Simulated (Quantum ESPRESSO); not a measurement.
## Fe2B: which magnetic order is lowest

Aim: find out which collinear order of Fe2B costs least.

Main program and level: Quantum ESPRESSO 7.5; LDA; plane waves with GBRV 1.5 LDA potentials, no spin-orbit coupling.

Experimental background.

“Structural transformation and magnetic properties of (Fe0.7Co0.3)2B alloys doped with 5d elements: A combined first-principles and experimental study” (2021, arxiv:2104.13724) quotes from earlier work for Fe2B, tetragonal CuAl2-type (quoted from earlier experiment): moment (total moment per 3d atom) about 1.9 μB [rounded literature value quoted in introduction; per 3d atom, temperature not stated].

The database entry behind the starting cell differs from later determinations by our own check (0.1 to 0.3 % short, probably kX units), so it need not match the best structure at ambient conditions.

### Step 1. Set-up

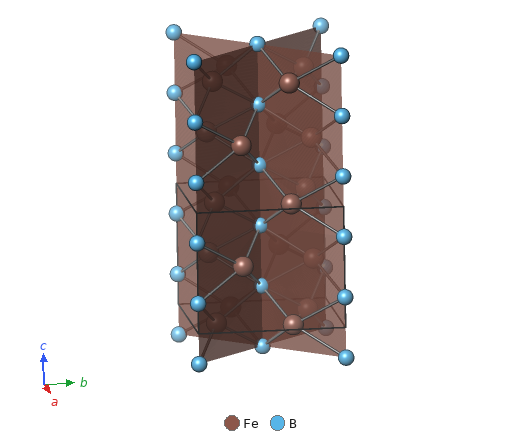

The starting structure, seen slightly off an axis (iron brown, boron blue). 1×1×2 cells are drawn. This picture shows the conventional cell, with its axes. Some periodic images of atoms are drawn too.

Coordinates:

```cif
data_structure
_symmetry_space_group_name_H-M 'I4/mcm'
_symmetry_Int_Tables_number 140
_cell_length_a 5.0990
_cell_length_b 5.0990
_cell_length_c 4.2400
_cell_angle_alpha 90.000
_cell_angle_beta 90.000
_cell_angle_gamma 90.000
_cell_volume 110.24
loop_
_atom_site_label
_atom_site_type_symbol
_atom_site_symmetry_multiplicity
_atom_site_Wyckoff_symbol
_atom_site_fract_x
_atom_site_fract_y
_atom_site_fract_z
_atom_site_occupancy
Fe1 Fe 8 h 0.66700 0.16700 0.00000 1
B1 B 4 a 0.00000 0.00000 0.75000 1
```

The cell comes from the Crystallography Open Database.

### Step 2. Start 1: ferro ++++

The signs are those of the starting moments on the seeded atoms, the atoms that are given a moment.

pw.in reads:

```
&CONTROL
  calculation = 'scf'
  prefix = 'pwscf'
  outdir = './tmp'
  pseudo_dir = './pseudo'
  disk_io = 'nowf'
/
&SYSTEM
  ibrav = 0
  nat = 6
  ntyp = 2
  ecutwfc = 40
  ecutrho = 280
  nbnd = 52
  occupations = 'smearing'
  smearing = 'fd'
  degauss = 0.00734986
  nspin = 2
  starting_magnetization(1) = 0.175
  starting_magnetization(2) = 0
/
&ELECTRONS
  conv_thr = 1.2d-08
  electron_maxstep = 150
  mixing_beta = 0.3
/
ATOMIC_SPECIES
Fe     55.8450 fe_lda_v1.5.uspp.F.UPF
B      10.8100 b_lda_v1.4.uspp.F.UPF
CELL_PARAMETERS angstrom
  -2.5495000000    2.5495000000    2.1200000000
   2.5495000000   -2.5495000000    2.1200000000
   2.5495000000    2.5495000000   -2.1200000000
ATOMIC_POSITIONS crystal
Fe      0.1670000000    0.6670000000    0.8340000000
Fe      0.3330000000    0.1670000000    0.5000000000
Fe      0.8330000000    0.3330000000    0.1660000000
Fe      0.6670000000    0.8330000000    0.5000000000
B       0.7500000000    0.7500000000    0.0000000000
B       0.2500000000    0.2500000000    0.0000000000
K_POINTS automatic
8 8 8 0 0 0
```

Run with:

```
$ OMP_NUM_THREADS=1 mpirun -n 4 pw.x -nk 4 -in pw.in > pw.out
```

Output:

```text
Program PWSCF v.7.5 starts

     Message from routine setup:
     using ibrav=0 with symmetry is DISCOURAGED, use correct ibrav instead

     K-points division:     npool     =       4
     Subspace diagonalization in iterative solution of the eigenvalue problem:

     G-vector sticks info
     --------------------
     sticks:   dense  smooth     PW     G-vecs:    dense   smooth      PW
     Sum        1221     687    249                29397    12681    2693

     Using Slab Decomposition

     bravais-lattice index     =            0
     lattice parameter (alat)  =       7.9040  a.u.
     unit-cell volume          =     371.9654 (a.u.)^3
     number of atoms/cell      =            6
     number of atomic types    =            2
     number of electrons       =        70.00
     number of Kohn-Sham states=           52
     kinetic-energy cutoff     =      40.0000  Ry
     charge density cutoff     =     280.0000  Ry
     scf convergence threshold =      1.2E-08
     mixing beta               =       0.3000
     number of iterations used =            8  plain     mixing
     Exchange-correlation=  SLA  PZ   NOGX NOGC
                           (   1   1   0   0   0   0   0)

     celldm(1)=   7.904004  celldm(2)=   0.000000  celldm(3)=   0.000000
     celldm(4)=   0.000000  celldm(5)=   0.000000  celldm(6)=   0.000000

     crystal axes: (cart. coord. in units of alat)
               a(1) = (  -0.609546   0.609546   0.506859 )
               a(2) = (   0.609546  -0.609546   0.506859 )
               a(3) = (   0.609546   0.609546  -0.506859 )

     reciprocal axes: (cart. coord. in units 2 pi/alat)
               b(1) = ( -0.000000  0.820282  0.986467 )
               b(2) = (  0.820282 -0.000000  0.986467 )
               b(3) = (  0.820282  0.820282  0.000000 )

     PseudoPot. # 1 for Fe read from file:
     fe_lda_v1.5.uspp.F.UPF
     Pseudo is Ultrasoft + core correction, Zval = 16.0
     Generated by new atomic code, or converted to UPF format
     Using radial grid of  861 points,  6 beta functions with:
                l(1) =   0
                l(2) =   0
                l(3) =   1
                l(4) =   1
                l(5) =   2
                l(6) =   2
     Q(r) pseudized with  8 coefficients,  rinner =    1.000   1.000   1.000
                                                       1.000   1.000

     PseudoPot. # 2 for B  read from file:
     b_lda_v1.4.uspp.F.UPF
     Pseudo is Ultrasoft + core correction, Zval =  3.0
     Generated by new atomic code, or converted to UPF format
     Using radial grid of  781 points,  4 beta functions with:
                l(1) =   0
                l(2) =   0
                l(3) =   1
                l(4) =   1
     Q(r) pseudized with  8 coefficients,  rinner =    1.100   1.100   1.100

     atomic species   valence    mass     pseudopotential
     Fe               16.00    55.84500     Fe( 1.00)
     B                 3.00    10.81000     B ( 1.00)

     Starting magnetic structure
     atomic species   magnetization
     Fe              0.175
     B               0.000

     16 Sym. Ops., with inversion, found ( 8 have fractional translation)

   Cartesian axes

     site n.     atom                  positions (alat units)
         1        Fe     tau(   1) = (   0.8131348   0.2035885   0.0000000  )
         2        Fe     tau(   2) = (   0.2035885   0.4059579   0.0000000  )
         3        Fe     tau(   3) = (  -0.2035885   0.4059579   0.5068595  )
         4        Fe     tau(   4) = (   0.4059579   0.2035885   0.5068595  )
         5        B      tau(   5) = (   0.0000000   0.0000000   0.7602892  )
         6        B      tau(   6) = (   0.0000000   0.0000000   0.2534297  )

     number of k points=    59  Fermi-Dirac smearing, width (Ry)=  0.0073
                       cart. coord. in units 2pi/alat
        k(    1) = (   0.0000000   0.0000000   0.0000000), wk =   0.0019531
        k(    2) = (   0.1025353   0.1025353   0.0000000), wk =   0.0078125
        k(    3) = (   0.2050705   0.2050705   0.0000000), wk =   0.0078125
        k(    4) = (   0.3076058   0.3076058   0.0000000), wk =   0.0078125
        k(    5) = (  -0.4101411  -0.4101411   0.0000000), wk =   0.0039062
        [... 54 further k-points ...]

     Dense  grid:    29397 G-vectors     FFT dimensions: (  48,  48,  45)

     Smooth grid:    12681 G-vectors     FFT dimensions: (  32,  32,  32)

     Check: negative core charge=   -0.000056
     Generating pointlists ...
     new r_m :   0.2145 (alat units)  1.6956 (a.u.) for type    1
     new r_m :   0.2091 (alat units)  1.6526 (a.u.) for type    2

     Initial potential from superposition of free atoms

     starting charge      65.9995, renormalised to      70.0000
     Starting wfcs are   60 randomized atomic wfcs

     Self-consistent Calculation

     iteration #  1     ecut=    40.00 Ry     beta= 0.30
     Davidson diagonalization with overlap
     ethr =  1.00E-02,  avg # of iterations =  2.4

     total energy              =   -1011.26957138 Ry
     estimated scf accuracy    <      11.37041389 Ry

     total magnetization       =     6.30 Bohr mag/cell
     absolute magnetization    =     6.65 Bohr mag/cell

     iteration #  2     ecut=    40.00 Ry     beta= 0.30
     Davidson diagonalization with overlap
     ethr =  1.00E-02,  avg # of iterations =  2.0

     total energy              =   -1013.76708125 Ry
     estimated scf accuracy    <       2.51965364 Ry

     total magnetization       =     7.20 Bohr mag/cell
     absolute magnetization    =     7.86 Bohr mag/cell

     iteration #  3     ecut=    40.00 Ry     beta= 0.30
     Davidson diagonalization with overlap
     ethr =  3.60E-03,  avg # of iterations =  1.1

     total energy              =   -1014.13954201 Ry
     estimated scf accuracy    <       0.06275258 Ry

     total magnetization       =     7.71 Bohr mag/cell
     absolute magnetization    =     8.27 Bohr mag/cell

     [... further iterations left out ...]

     iteration # 10     ecut=    40.00 Ry     beta= 0.30
     Davidson diagonalization with overlap
     ethr =  2.32E-08,  avg # of iterations =  1.7

     total energy              =   -1014.15887072 Ry
     estimated scf accuracy    <       0.00001508 Ry

     total magnetization       =     7.06 Bohr mag/cell
     absolute magnetization    =     7.75 Bohr mag/cell

     iteration # 11     ecut=    40.00 Ry     beta= 0.30
     Davidson diagonalization with overlap
     ethr =  2.15E-08,  avg # of iterations =  1.5

     total energy              =   -1014.15887918 Ry
     estimated scf accuracy    <       0.00000020 Ry

     total magnetization       =     7.04 Bohr mag/cell
     absolute magnetization    =     7.72 Bohr mag/cell

     iteration # 12     ecut=    40.00 Ry     beta= 0.30
     Davidson diagonalization with overlap
     ethr =  2.83E-10,  avg # of iterations =  2.3

     total energy              =   -1014.15887924 Ry
     estimated scf accuracy    <       0.00000008 Ry

     total magnetization       =     7.04 Bohr mag/cell
     absolute magnetization    =     7.71 Bohr mag/cell

     iteration # 13     ecut=    40.00 Ry     beta= 0.30
     Davidson diagonalization with overlap
     ethr =  1.12E-10,  avg # of iterations =  2.2

     Magnetic moment per site  (integrated on atomic sphere of radius R)
     atom   1 (R=0.215)  charge= 13.7652  magn=  1.7870
     atom   2 (R=0.215)  charge= 13.7652  magn=  1.7870
     atom   3 (R=0.215)  charge= 13.7652  magn=  1.7870
     atom   4 (R=0.215)  charge= 13.7652  magn=  1.7870
     atom   5 (R=0.209)  charge=  2.0415  magn= -0.1003
     atom   6 (R=0.209)  charge=  2.0415  magn= -0.1003

     End of self-consistent calculation

     Number of k-points >= 100: set verbosity='high' to print the bands.

     the Fermi energy is    17.6718 ev

!    total energy              =   -1014.15887930 Ry
     estimated scf accuracy    <          8.6E-09 Ry
     smearing contrib. (-TS)   =      -0.01236302 Ry
     internal energy E=F+TS    =   -1014.14651628 Ry

     The total energy is F=E-TS. E is the sum of the following terms:
     one-electron contribution =    -485.71139060 Ry
     hartree contribution      =     284.66923409 Ry
     xc contribution           =    -121.26130795 Ry
     ewald contribution        =    -691.84305182 Ry

     total magnetization       =     7.04 Bohr mag/cell
     absolute magnetization    =     7.71 Bohr mag/cell

     convergence has been achieved in  13 iterations

=------------------------------------------------------------------------------=
   JOB DONE.
=------------------------------------------------------------------------------=
```

Elapsed: 29 s, on 4 MPI ranks of Intel Xeon 6975P-C (Granite Rapids), shared host; peak memory 0.54 GiB; 1.9 min of CPU time.

Spin moment in the atom's sphere by atom:

```
atom  spin moment in the atom's sphere (μB)
 Fe1                                   1.79
 Fe2                                   1.79
 Fe3                                   1.79
 Fe4                                   1.79
  B5                                  -0.10
  B6                                  -0.10
```

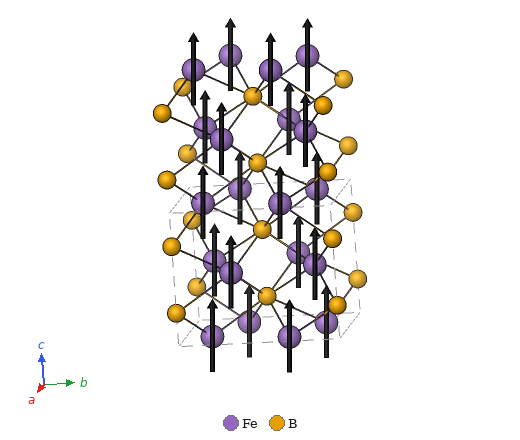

Spin moment in the atom's sphere as arrows, the longest 1.79 μB. Up and down stand for the sign. Arrows give size and sign along the axis of quantisation, drawn up and down the page. 1×1×2 conventional cells are drawn. Some periodic images of atoms are drawn too.

Numbers from this step:

* smearing term TS: 0.1682 eV
* magnetization: 7.038 μB
* absolute magnetization: 7.712 μB
* final state: ferromagnetic

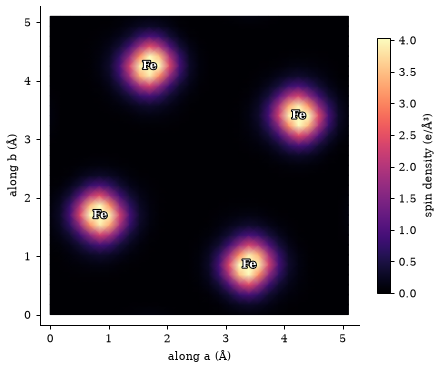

Spin density in the ab plane of the conventional cell at fractional z = 0.000, with atoms of Fe within 0.2 Å of it.

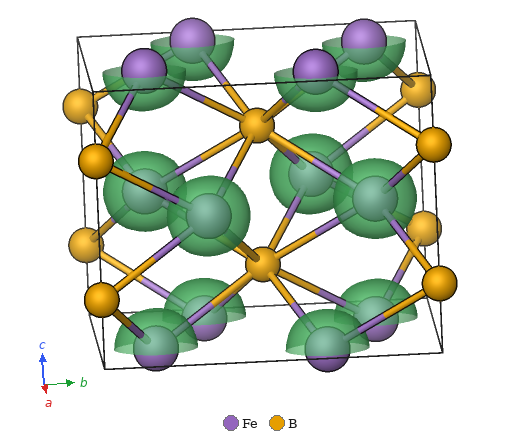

Surface of spin density = 0.44 e/Å³, which holds about 70 % of the integral of its size.

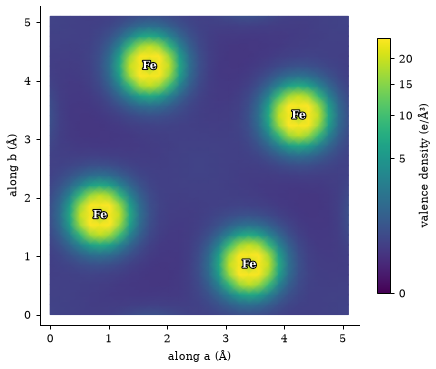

Valence density in the ab plane of the conventional cell at fractional z = 0.000, with atoms of Fe within 0.2 Å of it. It is the smooth field of the valence electrons, not physical close to the nuclei. The colour scale is stretched toward low values.

### Step 3. Run 2 (antiferro ++−−)

pw.in reads:

```
&CONTROL
  calculation = 'scf'
  prefix = 'pwscf'
  outdir = './tmp'
  pseudo_dir = './pseudo'
  disk_io = 'nowf'
/
&SYSTEM
  ibrav = 0
  nat = 6
  ntyp = 3
  ecutwfc = 40
  ecutrho = 280
  nbnd = 46
  occupations = 'smearing'
  smearing = 'fd'
  degauss = 0.00734986
  nspin = 2
  starting_magnetization(1) = 0.175
  starting_magnetization(2) = -0.175
  starting_magnetization(3) = 0
/
&ELECTRONS
  conv_thr = 1.2d-08
  electron_maxstep = 150
  mixing_beta = 0.3
/
ATOMIC_SPECIES
Fe1    55.8450 fe_lda_v1.5.uspp.F.UPF
Fe2    55.8450 fe_lda_v1.5.uspp.F.UPF
B      10.8100 b_lda_v1.4.uspp.F.UPF
CELL_PARAMETERS angstrom
  -2.5495000000    2.5495000000    2.1200000000
   2.5495000000   -2.5495000000    2.1200000000
   2.5495000000    2.5495000000   -2.1200000000
ATOMIC_POSITIONS crystal
Fe1     0.1670000000    0.6670000000    0.8340000000
Fe1     0.3330000000    0.1670000000    0.5000000000
Fe2     0.8330000000    0.3330000000    0.1660000000
Fe2     0.6670000000    0.8330000000    0.5000000000
B       0.7500000000    0.7500000000    0.0000000000
B       0.2500000000    0.2500000000    0.0000000000
K_POINTS automatic
8 8 8 0 0 0
```

Output:

```text
[banner, memory and clock lines left out]
Program PWSCF v.7.5 starts

     Message from routine setup:
     using ibrav=0 with symmetry is DISCOURAGED, use correct ibrav instead

     bravais-lattice index     =            0
     lattice parameter (alat)  =       7.9040  a.u.
     unit-cell volume          =     371.9654 (a.u.)^3
     number of atoms/cell      =            6
     number of atomic types    =            3
     number of electrons       =        70.00
     number of Kohn-Sham states=           46
     kinetic-energy cutoff     =      40.0000  Ry
     charge density cutoff     =     280.0000  Ry
     scf convergence threshold =      1.2E-08
     mixing beta               =       0.3000
     number of iterations used =            8  plain     mixing
     Exchange-correlation=  SLA  PZ   NOGX NOGC
                           (   1   1   0   0   0   0   0)

     celldm(1)=   7.904004  celldm(2)=   0.000000  celldm(3)=   0.000000
     celldm(4)=   0.000000  celldm(5)=   0.000000  celldm(6)=   0.000000

     crystal axes: (cart. coord. in units of alat)
               a(1) = (  -0.609546   0.609546   0.506859 )
               a(2) = (   0.609546  -0.609546   0.506859 )
               a(3) = (   0.609546   0.609546  -0.506859 )

     reciprocal axes: (cart. coord. in units 2 pi/alat)
               b(1) = ( -0.000000  0.820282  0.986467 )
               b(2) = (  0.820282 -0.000000  0.986467 )
               b(3) = (  0.820282  0.820282  0.000000 )

     PseudoPot. # 1 for Fe read from file:
     fe_lda_v1.5.uspp.F.UPF
     Pseudo is Ultrasoft + core correction, Zval = 16.0

     PseudoPot. # 2 for Fe read from file:
     fe_lda_v1.5.uspp.F.UPF
     Pseudo is Ultrasoft + core correction, Zval = 16.0

     PseudoPot. # 3 for B  read from file:
     b_lda_v1.4.uspp.F.UPF
     Pseudo is Ultrasoft + core correction, Zval =  3.0

     atomic species   valence    mass     pseudopotential
     Fe1              16.00    55.84500     Fe( 1.00)
     Fe2              16.00    55.84500     Fe( 1.00)
     B                 3.00    10.81000     B ( 1.00)

     Starting magnetic structure
     atomic species   magnetization
     Fe1             0.175
     Fe2            -0.175
     B               0.000

      4 Sym. Ops. (no inversion) found ( 2 have fractional translation)

   Cartesian axes

     site n.     atom                  positions (alat units)
         1        Fe1    tau(   1) = (   0.8131348   0.2035885   0.0000000  )
         2        Fe1    tau(   2) = (   0.2035885   0.4059579   0.0000000  )
         3        Fe2    tau(   3) = (  -0.2035885   0.4059579   0.5068595  )
         4        Fe2    tau(   4) = (   0.4059579   0.2035885   0.5068595  )
         5        B      tau(   5) = (   0.0000000   0.0000000   0.7602892  )
         6        B      tau(   6) = (   0.0000000   0.0000000   0.2534297  )

     number of k points=    95  Fermi-Dirac smearing, width (Ry)=  0.0073
                       cart. coord. in units 2pi/alat
        k(    1) = (   0.0000000   0.0000000   0.0000000), wk =   0.0019531
        k(    2) = (   0.1025353   0.1025353   0.0000000), wk =   0.0078125
        k(    3) = (   0.2050705   0.2050705   0.0000000), wk =   0.0078125
        k(    4) = (   0.3076058   0.3076058   0.0000000), wk =   0.0078125
        k(    5) = (  -0.4101411  -0.4101411   0.0000000), wk =   0.0039062
        [... 90 further k-points ...]

     Dense  grid:    29397 G-vectors     FFT dimensions: (  48,  48,  45)

     Smooth grid:    12681 G-vectors     FFT dimensions: (  32,  32,  32)

     Check: negative core charge=   -0.000056
     Generating pointlists ...
     new r_m :   0.2145 (alat units)  1.6956 (a.u.) for type    1
     new r_m :   0.2145 (alat units)  1.6956 (a.u.) for type    2
     new r_m :   0.2091 (alat units)  1.6526 (a.u.) for type    3

     Initial potential from superposition of free atoms

     starting charge      65.9995, renormalised to      70.0000
     Starting wfcs are   60 randomized atomic wfcs

     Self-consistent Calculation

     iteration #  1     ecut=    40.00 Ry     beta= 0.30
     Davidson diagonalization with overlap
     ethr =  1.00E-02,  avg # of iterations =  2.0

     total energy              =   -1011.19420986 Ry
     estimated scf accuracy    <      11.49004841 Ry

     total magnetization       =    -0.00 Bohr mag/cell
     absolute magnetization    =     6.69 Bohr mag/cell

     iteration #  2     ecut=    40.00 Ry     beta= 0.30
     Davidson diagonalization with overlap
     ethr =  1.00E-02,  avg # of iterations =  2.7

     total energy              =   -1013.72128622 Ry
     estimated scf accuracy    <       2.39075851 Ry

     total magnetization       =    -0.00 Bohr mag/cell
     absolute magnetization    =     6.91 Bohr mag/cell

     [... further iterations left out ...]

     iteration # 27     ecut=    40.00 Ry     beta= 0.30
     Davidson diagonalization with overlap
     ethr =  3.38E-11,  avg # of iterations =  3.4

     total energy              =   -1014.11464066 Ry
     estimated scf accuracy    <       0.00000003 Ry

     total magnetization       =     0.00 Bohr mag/cell
     absolute magnetization    =     0.04 Bohr mag/cell

     iteration # 28     ecut=    40.00 Ry     beta= 0.30
     Davidson diagonalization with overlap
     ethr =  3.38E-11,  avg # of iterations =  5.0

     Magnetic moment per site  (integrated on atomic sphere of radius R)
     atom   1 (R=0.215)  charge= 13.7681  magn=  0.0037
     atom   2 (R=0.215)  charge= 13.7681  magn=  0.0037
     atom   3 (R=0.215)  charge= 13.7680  magn= -0.0029
     atom   4 (R=0.215)  charge= 13.7680  magn= -0.0029
     atom   5 (R=0.209)  charge=  2.0273  magn= -0.0000
     atom   6 (R=0.209)  charge=  2.0273  magn= -0.0000

     End of self-consistent calculation

     Number of k-points >= 100: set verbosity='high' to print the bands.

     the Fermi energy is    17.5883 ev

!    total energy              =   -1014.11464301 Ry
     estimated scf accuracy    <          7.3E-09 Ry
     smearing contrib. (-TS)   =      -0.02831066 Ry
     internal energy E=F+TS    =   -1014.08633235 Ry

     The total energy is F=E-TS. E is the sum of the following terms:
     one-electron contribution =    -485.59932838 Ry
     hartree contribution      =     284.27433007 Ry
     xc contribution           =    -120.91828222 Ry
     ewald contribution        =    -691.84305182 Ry

     total magnetization       =     0.00 Bohr mag/cell
     absolute magnetization    =     0.01 Bohr mag/cell

     convergence has been achieved in  28 iterations
```

Wall time 1.7 min (4 MPI ranks); peak memory 0.62 GiB; 6.7 min of CPU time.

Spin moment in the atom's sphere by atom:

```
atom  spin moment in the atom's sphere (μB)
 Fe1                                 0.0037
 Fe2                                 0.0037
 Fe3                                -0.0029
 Fe4                                -0.0029
  B5                                 0.0000
  B6                                 0.0000
```

Numbers from this step:

```yaml
smearing_term_ts: 0.3852 eV
magnetization: 0 μB
absolute_magnetization: 0.014 μB
final_state: non-magnetic
```

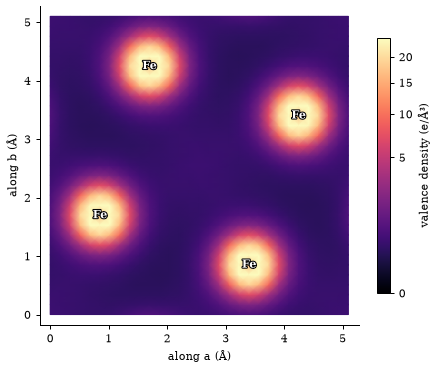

Valence density in the ab plane of the conventional cell at fractional z = 0.000, with atoms of Fe within 0.2 Å of it. It is the smooth field of the valence electrons, not physical close to the nuclei. The colour scale is stretched toward low values.

(Continued in part 2 of 2.)

[Logs and program files are shortened in this print: banners, set-up blocks, solver, clock and traceback lines can be left out without a mark of their own.]

[Logs are printed without paths, hosts, clocks, repeated set-up lines and the standing remarks that a program may print on its own settings, such as how far it seeks lower states.]

[Hosts, paths, dates, database ids (printed as entryN), source tags and the programs' standing remarks are cut or masked in the printed files.]

[Where a cell is said to come from a database of computed structures, the database is the Materials Project.]
